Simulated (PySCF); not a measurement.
Consider C4H7FGeSe.

| atom | x (Å) | y (Å) | z (Å) |
| --- | --- | --- | --- |
| F | -1.2683 | 1.5901 | 1.4623 |
| C | -1.3238 | 1.1909 | 0.1457 |
| Ge | -1.2624 | -0.8046 | 0.1142 |
| C | 0.5642 | -1.2066 | -0.5683 |
| C | 1.5709 | -0.3341 | 0.0952 |
| C | 1.5642 | 0.9927 | 0.0385 |
| Se | 0.1959 | 2.0120 | -0.8208 |
| H | -2.2233 | 1.6374 | -0.2853 |
| H | -2.3283 | -1.3449 | -0.8031 |
| H | -1.5180 | -1.2702 | 1.5196 |
| H | 0.8200 | -2.2580 | -0.4549 |
| H | 0.5292 | -0.9744 | -1.6374 |
| H | 2.3451 | -0.8247 | 0.6713 |
| H | 2.3340 | 1.5939 | 0.5008 |

Geometry: GFN2-xTB.

Computed with B3LYP/def2-SVPD, SCF density, gas phase (PySCF).

**Predict the electron density and electron localisation function between the atoms.**

C–C (1.33 Å): ρ at the midpoint is about 2.3 e/Å³; the ELF peaks at about 0.95 between the atoms: a multiple bond.
C–Se (1.91 Å): the density is about 1.1 e/Å³ at the midpoint; the ELF peaks at about 0.90 between the atoms, as expected for a covalent bond.
C–H (1.08 Å): the density is about 2 e/Å³ at the midpoint; the ELF climbs to about 1 towards the hydrogen, as it does in any bond to H; an ordinary covalent bond to hydrogen.
C–C (1.49 Å): the density is about 1.7 e/Å³ at the midpoint; the ELF peaks at about 0.95 between the atoms (a shared electron pair).

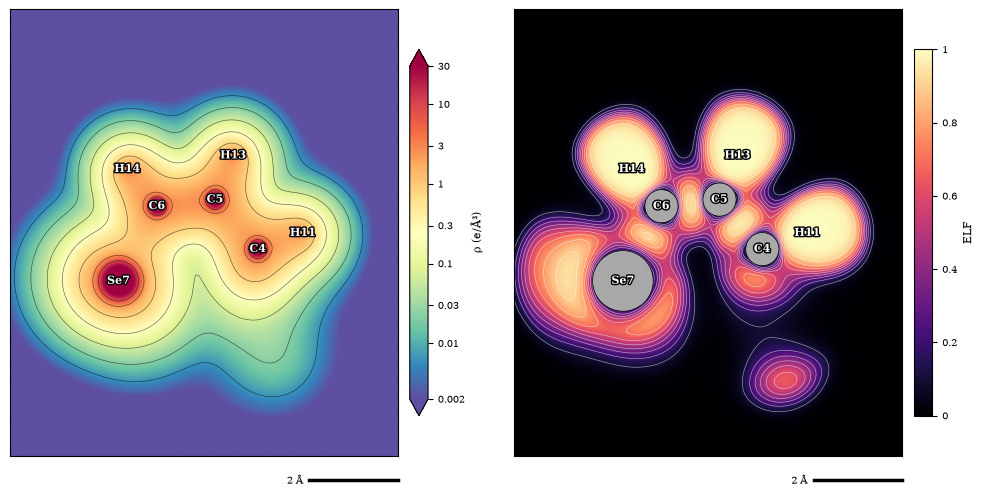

Computed electron density and electron localisation function on the plane of atoms C5, C6 and H14, in this order. Grey discs cover the atomic cores in the ELF map. 
